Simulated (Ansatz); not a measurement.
**RuIBr (1T monolayer (Janus)): G0W0 under other settings**

Aim: change settings of a G0W0 run on RuIBr (1T monolayer (Janus)) and see what moves.

Main program and level: Ansatz 0.2.0; G0W0 on PBE, plane waves, PAW.

In doubt: GW ran without a cut-off Coulomb interaction for the vacuum (step 4), so the values of those runs are not to be relied on.

## Step 1: The starting structure

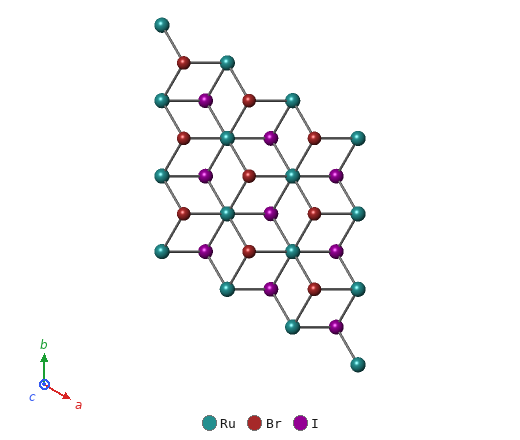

The starting structure, seen from above (ruthenium teal, bromine red, iodine purple). 3×3×1 cells are drawn. Some periodic images of atoms are drawn too.

The cell holds 3 atoms: 1 Ru, 1 Br and 1 I. Its edges and angles: a = 3.905 Å, b = 3.905 Å, c = 28.700 Å, α = 90.0°, β = 90.0°, γ = 120.0°. Vacuum lies along c.

As a file:

```cif
data_structure
_symmetry_space_group_name_H-M 'P 1'
_symmetry_Int_Tables_number 1
_cell_length_a 3.9048
_cell_length_b 3.9048
_cell_length_c 28.7000
_cell_angle_alpha 90.000
_cell_angle_beta 90.000
_cell_angle_gamma 120.000
_cell_volume 378.98
loop_
_atom_site_label
_atom_site_type_symbol
_atom_site_fract_x
_atom_site_fract_y
_atom_site_fract_z
_atom_site_occupancy
Ru1 Ru 0.00000 0.00000 0.49917 1
Br2 Br 0.33333 0.66667 0.54748 1
I3 I 0.66667 0.33333 0.45252 1
```

The structure was relaxed with PBE. The runs that relaxed it are not among those shown. Spin-orbit coupling is left out unless a step names it. The default PAW set here is soft_2. Its files were made with PBE. The Coulomb interaction is cut off across the vacuum.

## Step 2: The base run: 3×3×1 mesh, 234 empty bands, screening to 42 eV

G0W0 replaces the xc potential by the self-energy, built once from these orbitals. Only a window of levels is corrected, while the sums run over the empty bands that the input names.

The input, input.yaml:

```yaml
crystal:
  lattice:
    - [3.9048318682, 0.0, 0.0]
    - [-1.9524159341, 3.3816835953, 0.0]
    - [0.0, 0.0, 28.7]
  atoms:
    - { symbol: Ru, position: [0.0, 0.0, 0.4991747344] }
    - { symbol: Br, position: [0.3333333333, 0.6666666667, 0.547480583] }
    - { symbol: I, position: [0.6666666667, 0.3333333333, 0.452519417] }
  periodic: [true, true, false]
kpoints:
  mp_grid: { grid: [3, 3, 1] }
hamiltonian:
  xc: pbe
scf:
  occupations: { method: fixed }
gw:
  n_empty_bands: 234
  ecut_chi: 42.0
  qp_bands: [v2, c2]
  qp_kpoints: band_edges
  screening: { model: contour_deformation }
```

Started as:

```sh
> ansatz run input.yaml --threads 8 --pin off --max-ram 13824MiB --backend cpu --events-out ev --progress --plain --runs-dir out
```

Numbers of over 12 decimals in the logs are rounded to 6 here.

The program printed:

```text
Engine: ansatz 0.2.0, aarch64-unknown-linux-gnu
Pseudopotentials: kind: paw
Pseudopotential: Ru, paw, valence charge 16, recommended cutoff 420 eV (normal), Ru.paw.azcp
Pseudopotential: Br, paw, valence charge 7, recommended cutoff 420 eV (normal), Br.paw.azcp
Pseudopotential: I, paw, valence charge 17, recommended cutoff 420 eV (normal), I.paw.azcp
Functional definition: PBE
  parameter kappa = 0.804
  parameter beta = 0.066725
  exchange = pbe_x(kappa = kappa, mu = beta*pi^2/3)
  correlation = pbe_c(beta = beta)
Crystal: 3 atoms, lattice volume = 378.981 Å³
Basis set: ecut = 420 eV, 7487 PW (Γ)
Bands: 24, of which v1, the nominal top of the filled ones, is band 20 counted from 1 (19 counted from 0)
Symmetry: 6 space group operations
Space group: P3m1 (ITA 156), of the structure as read, at distance tolerance 7.2e-5 Å
k-points: 3 of 9 (time reversal used)
Non-local potential: Ru, projectors of the file, l = 0: 3, l = 1: 2, l = 2: 2, l = 3: 1
Non-local potential: Br, projectors of the file, l = 0: 2, l = 1: 2, l = 2: 2
Non-local potential: I, projectors of the file, l = 0: 2, l = 1: 2, l = 2: 2, l = 3: 2
PAW form: soft (Blöchl's): semilocal exchange-correlation on the pseudo side does not see the compensation charge
PAW one-centre angular grid: Ru, 590 points (default); XC on 64 Gauss nodes
PAW one-centre angular grid: Br, 110 points (default); XC on 64 Gauss nodes
PAW one-centre angular grid: I, 590 points (default); XC on 64 Gauss nodes
Initial density: superposition of atomic densities (neutral atoms: chi_scale 0, normalization atom), corrected by the library's trained network
Initial wavefunctions: pseudopotential atomic-orbital guess
Functional: x = pbe(κ = 0.804, μ = 0.219515), c = pbe(β = 0.066725)
SCF iter   1: F=—  HF=-16174.870884 eV  |F-HF|=—  |Δ(HF+E_count)|=         —  Δρ=1.98e-3  dr2=8.55e-3  ethr=1.77e-3  ⟨swp⟩=7.7  Hψ=443  notcnv=0  defer=6
preconditioner: auto → Resta (q_TF=auto, 1.876 Å⁻¹)  ε∞=2.2  [insulator: Δε(μ)=1.362 eV  Ē_g=8.305 eV  n_scr=34 (ndim 8)  ℏωp=8.9 eV  f_vac=0.772  ε∞_Penn≈2.2  vacuum switching on, ρ_ref=5.0e-3 e/Å³]
SCF iter   2: F=—  HF=-16174.871081 eV  |F-HF|=—  |Δ(HF+E_count)|=   1.98e-4  Δρ=6.65e-4  dr2=1.92e-3  ethr=2.14e-5  ⟨swp⟩=5.0  Hψ=214  notcnv=0  defer=6
SCF iter   3: F=—  HF=-16174.871680 eV  |F-HF|=—  |Δ(HF+E_count)|=   5.99e-4  Δρ=4.43e-4  dr2=1.21e-3  ethr=4.79e-6  ⟨swp⟩=3.3  Hψ=128  notcnv=0  defer=6
SCF iter   4: F=—  HF=-16174.871727 eV  |F-HF|=—  |Δ(HF+E_count)|=   4.71e-5  Δρ=1.49e-4  dr2=6.50e-5  ethr=3.02e-6  ⟨swp⟩=2.3  Hψ=103  notcnv=0  defer=6
SCF iter   5: F=—  HF=-16174.871837 eV  |F-HF|=—  |Δ(HF+E_count)|=   1.09e-4  Δρ=5.57e-5  dr2=5.39e-5  ethr=1.62e-7  ⟨swp⟩=3.0  Hψ=148  notcnv=0  defer=6
SCF iter   6: F=—  HF=-16174.871835 eV  |F-HF|=—  |Δ(HF+E_count)|=   1.61e-6  Δρ=2.85e-5  dr2=3.80e-6  ethr=1.35e-7  ⟨swp⟩=2.3  Hψ=90  notcnv=0  defer=6
SCF iter   7: F=—  HF=-16174.871838 eV  |F-HF|=—  |Δ(HF+E_count)|=   2.65e-6  Δρ=1.17e-5  dr2=3.35e-7  ethr=9.51e-9  ⟨swp⟩=3.3  Hψ=124  notcnv=0  defer=6
SCF iter   8: F=-16174.871839 eV  HF=-16174.871839 eV  |F-HF|=2.12e-8  |Δ(HF+E_count)|=   1.35e-6  Δρ=3.32e-6  dr2=5.03e-8  ethr=2.50e-10  ⟨swp⟩=17.7  Hψ=407  notcnv=0
SCF 1 converged in 8 iterations: F = -16174.871839 eV  dr2 = 5.03e-8
[...]
NSCF: frozen V_eff on 3 k-points
G₀W₀ screening: q 1/3
[... further progress lines ...]
NSCF: frozen V_eff on 1 k-points
SCF converged after 8 iterations
Free energy (F): -16174.871839 eV
Harris-Foulkes:  -16174.871839 eV  (|F-HF|=2.12e-8)
Internal energy: -16174.871839 eV  (E = F + TS)
E sigma→0 (E₀):  -16174.871839 eV
Fermi energy:    -4.841818 eV
--- Per-component energies (eV) ---
  E_band       = -1152.727536
  E_kinetic    = 838.741979
  E_local      = -68523.143244  (includes V_loc(G=0)·N_el)
  E_nonlocal   = 326.687028
  E_hartree    = 33663.756405
  E_xc         = -581.553855
  E_vxc        = -469.452766  (∫ρ·V_xc dr)
  E_paw        = -10526.073886  (= ΣΔE_a)
  E_vpaw       = -653.084056  (= ΣTr[D̂ρ^β])
  E_aug_tail   = -0.000180  (compensation charges beyond the density's cutoff)
  E_ewald      = 28626.713913
  E_smearing   = -0.000000  (= −TS)
  E_closure    = -0.000000  (closes the sum)
  Σ components = -16174.871839   (vs F -16174.871839, Δ=0.00e0)
--- Band table (eV) ---
  k-point 0: bands = [... 16 lower, -6.7217, -5.8018, -5.8018, -4.9163, -2.6193, -2.6193, -1.3032, -0.4282]
  k-point 1: bands = [... 16 lower, -7.2696, -5.6538, -5.1129, -4.8418, -3.3438, -2.9216, -0.2837, 0.5951]
  k-point 2: bands = [... 16 lower, -8.2372, -5.4987, -4.9411, -4.8989, -3.4753, -3.1635, 0.9384, 1.4787]
--- G₀W₀: contour deformation, 7 samples at zero and on the imaginary axis and 1 off it, 9 q-points, 234 empty bands' worth ---
  eigenvalues of the whole cell's RPA ε∞ on this k-mesh (on a slab, of 1 + 4πα/V) = 1.1595, 2.9246, 2.9246; static W/v taken at q = 0 is 0.527745
  gw.qp_kpoints: band_edges: 3 of 3 stored k-points solved, in 1 pass; an edge of the gap read off the rows below is read off those points alone
  `?` marks the rows in doubt; gw_qp.tsv's column doubts and the gw_qp event give each row's grounds
    ik  band        ε_KS         Σx   Σc(E_QP)       V_xc       Z   E_QP_lin       E_QP  E_QP is
     0    19     -5.8018   -25.5568     3.9284   -21.8258  0.6081    -5.6089    -5.6044  root
     0    20     -4.9163   -24.8920     3.7508   -21.2565  0.6597    -4.8018    -4.8009  root
     0    21     -2.6193   -16.8756    -3.6420   -21.5159  0.6688    -1.4783    -1.6210  root ?
     0    22     -2.6193   -16.8756    -3.6420   -21.5159  0.6688    -1.4783    -1.6210  root ?
     1    19     -5.1129   -26.7123     4.1788   -22.7064  0.6492    -4.9420    -4.9400  root
     1    20     -4.8418   -26.5885     4.0381   -22.7200  0.6593    -4.6739    -4.6722  root
     1    21     -3.3438   -16.2762    -3.8103   -21.1415  0.6874    -2.1656    -2.2889  root ?
     1    22     -2.9216   -16.4459    -3.9779   -21.4715  0.6742    -1.7328    -1.8741  root ?
     2    19     -4.9411   -26.3712     3.9355   -22.5971  0.6593    -4.7813    -4.7797  root
     2    20     -4.8989   -26.4497     4.1222   -22.4699  0.6600    -4.7578    -4.7565  root
     2    21     -3.4753   -16.1624    -3.8301   -21.0574  0.6873    -2.2902    -2.4104  root ?
     2    22     -3.1635   -16.3463    -4.3357   -21.7707  0.6772    -1.9232    -2.0748  root ?
```

The job ended after 15 s (8 threads of Arm Neoverse V1, shared host; peak memory 1.8 GiB; 1.7 min of CPU time).

Numbers from this step:

| Property | Result |
| --- | --- |
| bands summed | 254 |
| plane waves in the screening matrix | 223 |
| q-points in the mesh | 9 |
| G0W0 gap on the mesh | 2.262 eV |
| k of the valence top | 0, 0.3333, 0 |
| k of the conduction bottom | 0.3333, 0.3333, 0 |
| starting gap on the mesh | 1.367 eV |
| Z at the valence top | 0.6593 |
| Z at the conduction bottom | 0.6873 |
| least direct G0W0 gap on the computed points | 2.346 eV |

The gap on the mesh goes from 1.37 eV to 2.26 eV, a correction of +0.90 eV. The program marks an edge row as in doubt. Between the two edge states, bare exchange in place of the xc potential would open the gap by 8.76 eV, and correlation takes back 7.87 eV.

## Step 3: Variant: taller cell

The cell differs from the one that the last finished run ended in (c 28.700 → 40.700 Å).

The input, input.yaml:

```yaml
crystal:
  lattice:
    - [3.9048318682, 0.0, 0.0]
    - [-1.9524159341, 3.3816835953, 0.0]
    - [0.0, 0.0, 40.7]
  atoms:
    - { symbol: Ru, position: [0.0, 0.0, 0.499418056] }
    - { symbol: Br, position: [0.3333333333, 0.6666666667, 0.5334813939] }
    - { symbol: I, position: [0.6666666667, 0.3333333333, 0.4665186061] }
  periodic: [true, true, false]
kpoints:
  mp_grid: { grid: [3, 3, 1] }
hamiltonian:
  xc: pbe
scf:
  occupations: { method: fixed }
gw:
  n_empty_bands: 332
  ecut_chi: 42.0
  qp_bands: [v2, c2]
  qp_kpoints: band_edges
  screening: { model: contour_deformation }
```

The program printed:

```text
[...]
Crystal: 3 atoms, lattice volume = 537.440 Å³
Basis set: ecut = 420 eV, 10625 PW (Γ)
Bands: 24, of which v1, the nominal top of the filled ones, is band 20 counted from 1 (19 counted from 0)
Symmetry: 6 space group operations
[...]
k-points: 3 of 9 (time reversal used)
[...]
SCF iter   1: F=—  HF=-16174.869166 eV  |F-HF|=—  |Δ(HF+E_count)|=         —  Δρ=1.68e-3  dr2=9.11e-3  ethr=1.77e-3  ⟨swp⟩=7.3  Hψ=407  notcnv=0  defer=6
[...]
SCF iter   9: F=-16174.871907 eV  HF=-16174.871907 eV  |F-HF|=6.19e-9  |Δ(HF+E_count)|=   1.43e-7  Δρ=1.73e-6  dr2=2.95e-8  ethr=2.50e-10  ⟨swp⟩=23.0  Hψ=413  notcnv=0
SCF 1 converged in 9 iterations: F = -16174.871907 eV  dr2 = 2.95e-8
[...]
NSCF: frozen V_eff on 3 k-points
G₀W₀ screening: q 1/3
[... further progress lines ...]
[...]
SCF converged after 9 iterations
Free energy (F): -16174.871907 eV
[...]
Internal energy: -16174.871907 eV  (E = F + TS)
E sigma→0 (E₀):  -16174.871907 eV
Fermi energy:    -4.841955 eV
[...]
--- Band table (eV) ---
  k-point 0: bands = [... 16 lower, -6.7217, -5.8020, -5.8020, -4.9164, -2.6193, -2.6193, -1.3035, -0.4721]
  k-point 1: bands = [... 16 lower, -7.2696, -5.6539, -5.1131, -4.8420, -3.3439, -2.9217, -0.2835, 0.5906]
  k-point 2: bands = [... 16 lower, -8.2372, -5.4989, -4.9413, -4.8990, -3.4754, -3.1636, 0.9385, 1.4789]
[...]
0    19     -5.8020   -25.5570     3.9257   -21.8259  0.6081    -5.6117    -5.6074  root
     0    20     -4.9164   -24.8921     3.7484   -21.2566  0.6597    -4.8044    -4.8035  root
     0    21     -2.6193   -16.8756    -3.6435   -21.5159  0.6688    -1.4806    -1.6226  root ?
     0    22     -2.6193   -16.8756    -3.6435   -21.5159  0.6688    -1.4806    -1.6226  root ?
     1    19     -5.1131   -26.7124     4.1746   -22.7065  0.6492    -4.9463    -4.9444  root
     1    20     -4.8420   -26.5886     4.0355   -22.7201  0.6593    -4.6766    -4.6750  root
     1    21     -3.3439   -16.2765    -3.8121   -21.1416  0.6874    -2.1685    -2.2909  root ?
     1    22     -2.9217   -16.4460    -3.9794   -21.4715  0.6742    -1.7350    -1.8757  root ?
     2    19     -4.9413   -26.3713     3.9310   -22.5972  0.6594    -4.7858    -4.7843  root
     2    20     -4.8990   -26.4498     4.1184   -22.4699  0.6601    -4.7617    -4.7605  root
     2    21     -3.4754   -16.1626    -3.8315   -21.0575  0.6873    -2.2924    -2.4120  root ?
     2    22     -3.1636   -16.3464    -4.3374   -21.7707  0.6772    -1.9260    -2.0767  root ?
```

It took 35 s on 8 threads; peak memory 3.3 GiB.

The G0W0 gap on the mesh is 2.263 eV.

Against the base:

| setting | base | variant |
| --- | --- | --- |
| empty bands | 234 | 332 |
| cell height (Å) | 28.7 | 40.7 |

| quantity | variant | base |
| --- | --- | --- |
| starting gap on the mesh | 1.367 | 1.367 |
| G0W0 gap on the mesh | 2.263 | 2.262 |
| least direct G0W0 gap on the computed points | 2.349 | 2.346 |
| Z at the valence top | 0.659 | 0.659 |
| Z at the conduction bottom | 0.687 | 0.687 |

## Step 4: Variant: repeated sheets, Coulomb interaction not cut

The cell differs from the one that the last finished run ended in (c 40.700 → 18.800 Å).

The input, input.yaml:

```yaml
crystal:
  lattice:
    - [3.9048318682, 0.0, 0.0]
    - [-1.9524159341, 3.3816835953, 0.0]
    - [0.0, 0.0, 18.8]
  atoms:
    - { symbol: Ru, position: [0.0, 0.0, 0.4987401531] }
    - { symbol: Br, position: [0.3333333333, 0.6666666667, 0.572483656] }
    - { symbol: I, position: [0.6666666667, 0.3333333333, 0.427516344] }
  periodic: [true, true, true]
kpoints:
  mp_grid: { grid: [3, 3, 1] }
hamiltonian:
  xc: pbe
scf:
  occupations: { method: fixed }
gw:
  n_empty_bands: 153
  ecut_chi: 42.0
  qp_bands: [v2, c2]
  qp_kpoints: band_edges
  screening: { model: contour_deformation }
```

The program printed:

```text
[...]
Crystal: 3 atoms, lattice volume = 248.252 Å³
Basis set: ecut = 420 eV, 4911 PW (Γ)
Bands: 24, of which v1, the nominal top of the filled ones, is band 20 counted from 1 (19 counted from 0)
Symmetry: 6 space group operations
[...]
k-points: 3 of 9 (time reversal used)
[...]
SCF iter   1: F=—  HF=-16174.875504 eV  |F-HF|=—  |Δ(HF+E_count)|=         —  Δρ=2.41e-3  dr2=1.80e-2  ethr=1.77e-3  ⟨swp⟩=6.3  Hψ=348  notcnv=0  defer=5
[...]
SCF iter   8: F=-16174.873740 eV  HF=-16174.873740 eV  |F-HF|=2.37e-8  |Δ(HF+E_count)|=   6.89e-7  Δρ=1.67e-6  dr2=4.64e-9  ethr=2.50e-10  ⟨swp⟩=12.3  Hψ=382  notcnv=0
SCF 1 converged in 8 iterations: F = -16174.873740 eV  dr2 = 4.64e-9
[...]
G₀W₀ screening: q 1/3
[... further progress lines ...]
[...]
SCF converged after 8 iterations
Free energy (F): -16174.873740 eV
[...]
Internal energy: -16174.873740 eV  (E = F + TS)
E sigma→0 (E₀):  -16174.873740 eV
Fermi energy:    -0.392189 eV
[...]
--- Band table (eV) ---
  k-point 0: bands = [... 16 lower, -2.2737, -1.3518, -1.3518, -0.4650, 1.8319, 1.8319, 3.2004, 4.1002]
  k-point 1: bands = [... 16 lower, -2.8208, -1.2032, -0.6633, -0.3922, 1.1072, 1.5290, 4.1908, 5.1146]
  k-point 2: bands = [... 16 lower, -3.7809, -1.0488, -0.4927, -0.4479, 0.9772, 1.2849, 5.4061, 5.9544]
[...]
0    19     -1.3518   -25.5836     4.0350   -21.8256  0.6075    -1.0831    -1.0748  root
     0    20     -0.4650   -24.9618     3.8746   -21.2578  0.6592    -0.2963    -0.2945  root
     0    21      1.8319   -16.8075    -3.6873   -21.5143  0.6684     3.0000     2.8514  root ?
     0    22      1.8319   -16.8075    -3.6873   -21.5143  0.6684     3.0000     2.8514  root ?
     1    19     -0.6633   -26.7337     4.2876   -22.7069  0.6488    -0.4068    -0.4025  root
     1    20     -0.3922   -26.6190     4.1491   -22.7206  0.6588    -0.1450    -0.1415  root
     1    21      1.1072   -16.2422    -3.8395   -21.1501  0.6868     2.2995     2.1756  root ?
     1    22      1.5290   -16.3912    -4.0146   -21.4708  0.6738     2.7382     2.5940  root ?
     2    19     -0.4927   -26.3919     4.0435   -22.5972  0.6589    -0.2474    -0.2438  root
     2    20     -0.4479   -26.4789     4.2335   -22.4707  0.6596    -0.2256    -0.2227  root
     2    21      0.9772   -16.1368    -3.8563   -21.0701  0.6868     2.1741     2.0542  root ?
     2    22      1.2849   -16.3000    -4.3607   -21.7617  0.6768     2.5378     2.3858  root ?
```

Wall time 5.9 s (8 threads); peak memory 0.98 GiB.

Against the base:

| setting | base | variant |
| --- | --- | --- |
| empty bands | 234 | 153 |
| cell height (Å) | 28.7 | 18.8 |
| Coulomb cut-off | across the vacuum | none |

| quantity | variant | base |
| --- | --- | --- |
| starting gap on the mesh | 1.369 | 1.367 |
| G0W0 gap on the mesh | 2.196 | 2.262 |
| least direct G0W0 gap on the computed points | 2.277 | 2.346 |
| Z at the valence top | 0.659 | 0.659 |
| Z at the conduction bottom | 0.687 | 0.687 |

## Step 5: Outcome

| Item | Value |
| --- | --- |
| base | 2.26 eV, 15 s |
| taller cell | 2.26 eV, 35 s |
| repeated sheets, Coulomb interaction not cut | 2.20 eV, 5.9 s |

**Reading.** Taller cell: the gap moves by +0.001 eV and the time by a factor of 2.3. The variant differs from the base in empty bands and cell height together, so the change can't be laid to one of them. Repeated sheets, Coulomb interaction not cut: the gap moves by −0.07 eV and the time by a factor of 0.39; such settings are too crude to quote. The variant differs from the base in empty bands, cell height and Coulomb cut-off together, so the change can't be laid to one of them. All runs here use a coarse mesh and modest cutoffs; they test settings and are not final values. Mesh or cutoff lie under what a gap needs, so these runs test behaviour and cost; their gaps are not to be quoted. The mesh in the plane is coarse for a sheet; gap and any exciton binding can still move on denser ones. The runs have no spin polarisation. For a closed low-spin shell that is the natural state; where a d or f shell is open it is a constraint, and the gap is then not the crystal's own. With d states at the gap, one-shot GW leans hard on its start. The many-body steps are scalar-relativistic: spin-orbit coupling is not in them. The program marks a band-edge row as in doubt, so the gap is less sure than its digits.

[Paths, hosts, dates, memory and timing lines, banners, echoed tables and standing remarks are left out of the program output.]

[Logs are printed without paths, hosts, clocks, repeated set-up lines and the standing remarks that a program may print on its own settings, such as how far it seeks lower states.]

[Runs of the session that timed out or met a known fault of the program may be left out.]

[Cells called generated may have been cut or substituted from an entry of the Crystallography Open Database or the Materials Project.]

[Hosts, paths, dates, database ids (printed as entryN), source tags and the programs' standing remarks are cut or masked in the printed files.]
